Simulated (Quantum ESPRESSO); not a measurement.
**Cost against accuracy: ecutwfc for CsPbBr3 (Pm-3m, 5 atoms in the cell)**

```
CELL_PARAMETERS angstrom
      5.94863     0.00000     0.00000
      0.00000     5.94863     0.00000
      0.00000     0.00000     5.94863
ATOMIC_POSITIONS crystal
  Cs 0.00000 0.00000 0.00000
  Pb 0.50000 0.50000 0.50000
  Br 0.50000 0.50000 0.00000
  Br 0.00000 0.50000 0.50000
  Br 0.50000 0.00000 0.50000
```

Method of the run: PBE, GBRV 1.5 ultrasoft (PBE) pseudopotentials (plane waves; Quantum ESPRESSO).

Base settings: ecutwfc = 40 Ry; ecutrho = 200 Ry; occupations = fixed; potentials = {Cs: cs_pbe_v1.uspp.F.UPF, Pb: pb_pbe_v1.uspp.F.UPF, Br: br_pbe_v1.4.uspp.F.UPF}; K_POINTS = automatic 4 4 4 0 0 0; nbnd = 28; conv_thr = 1e-10 Ry.

Misses are taken against the tightest run, 80 Ry (ecutrho: 200 Ry → 400 Ry), which need not be fully converged itself. The energy is the free energy per atom.

The count of work is k-points × plane waves × bands × iterations; it is no time, and leaves out set-up, grids and terms that scale otherwise. Core times come from one kind of shared machine and are given to one figure; runs under 30 s give none.

The starting cell comes from a database of computed structures (which also holds hypothetical and non-ambient phases and stackings), without a prior relaxation at this level. Spin-orbit coupling is off. Another mesh or the band path of this cell gives a smaller gap, so this value is not converged in the mesh.

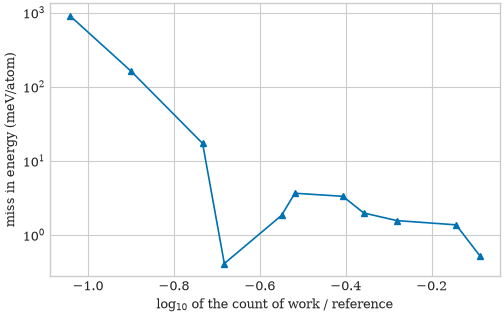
Fig. 1. Miss against the count of work; the reference run is not drawn, and misses under 0.1 meV/atom are drawn there.

| ecutwfc | energy less reference (meV/atom) | pressure less reference (GPa) | gap on the mesh less reference (eV) | count of work / reference | core time / reference (rough) |
|---|---|---|---|---|---|
| 16 Ry (ecutrho: 200 Ry → 80 Ry) | 904.48 | -15.02 | 0.063 | 0.091 | – |
| 20 Ry (ecutrho: 200 Ry → 100 Ry) | 161.50 | -3.83 | 0.011 | 0.13 | – |
| 24 Ry (ecutrho: 200 Ry → 120 Ry) | 17.20 | -0.67 | 0.000 | 0.18 | 0.1 |
| 28 Ry (ecutrho: 200 Ry → 140 Ry) | -0.41 | 0.03 | -0.003 | 0.21 | 0.1 |
| 32 Ry (ecutrho: 200 Ry → 160 Ry) | 1.84 | 0.08 | -0.001 | 0.28 | 0.2 |
| 36 Ry (ecutrho: 200 Ry → 180 Ry) | 3.66 | 0.02 | -0.001 | 0.30 | 0.2 |
| 40 Ry | 3.33 | -0.02 | 0.000 | 0.39 | 0.3 |
| 46 Ry (ecutrho: 200 Ry → 230 Ry) | 1.98 | -0.02 | 0.000 | 0.44 | 0.3 |
| 52 Ry (ecutrho: 200 Ry → 260 Ry) | 1.56 | 0.00 | 0.000 | 0.52 | 0.5 |
| 60 Ry (ecutrho: 200 Ry → 300 Ry) | 1.37 | -0.01 | 0.000 | 0.72 | 0.5 |
| 70 Ry (ecutrho: 200 Ry → 350 Ry) | 0.53 | -0.01 | 0.000 | 0.82 | 0.7 |
| 80 Ry (ecutrho: 200 Ry → 400 Ry) | 0.00 | 0.00 | 0.000 | 1.0 | 1 |

Coarsest setting among those run that, with all tighter ones, holds the energy within 10 meV/atom of the reference: 28 Ry (ecutrho: 200 Ry → 140 Ry), off by 0.41 meV/atom; it needs 0.21 of the reference's count of work and about 0.1 of the reference's time.

The step from 24 Ry (ecutrho: 200 Ry → 120 Ry) to 70 Ry (ecutrho: 200 Ry → 350 Ry): it takes the miss in the energy from 17 to 0.53 meV/atom, for 4.4 times the count of work and roughly 6 times the time.
